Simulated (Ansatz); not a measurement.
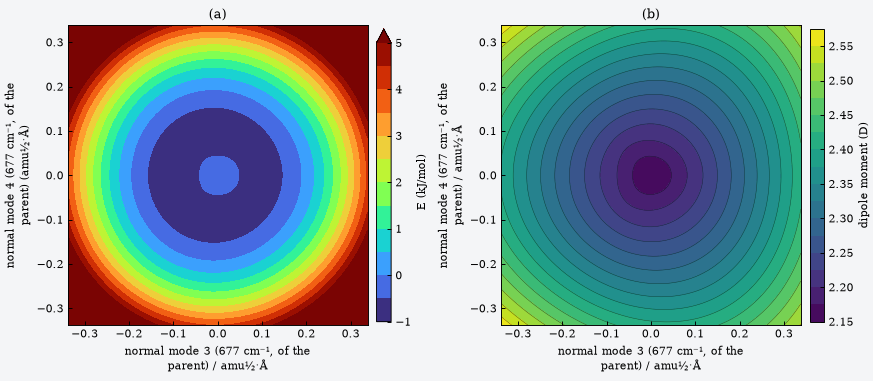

H₃OSn, spin multiplicity 2. Coordinates scanned: (1) normal mode 3 (677 cm⁻¹, of the parent); (2) normal mode 4 (677 cm⁻¹, of the parent). Nothing is relaxed (straight displacements along the two mass-weighted modes). Grid: 15 × 15 points. Points are written as (first, second). Energies are in kJ/mol, from the ion of charge +0 at the geometry of the relaxed parent of charge -1. Near the degeneracy a single determinant is a rough description. Level of theory: UKS SPW92 (LDA)/def2-TZVPD (Ansatz).

Panel (a) is the energy; panel (b) is the computed dipole moment, in D.

The picture shows filled contours, one colour for all values above the top of the scale. Between grid points the surface is interpolated.

Q: How does the dipole moment vary over the map, and what is it at the lowest grid point?

A: Leaving out the highest fifth of the energies, it runs from 2.15 D at (0.000 amu½·Å, 0.000 amu½·Å) to 2.45 D at (−0.145 amu½·Å, 0.338 amu½·Å). At the lowest grid point, (−0.097 amu½·Å, 0.000 amu½·Å), it is 2.21 D.
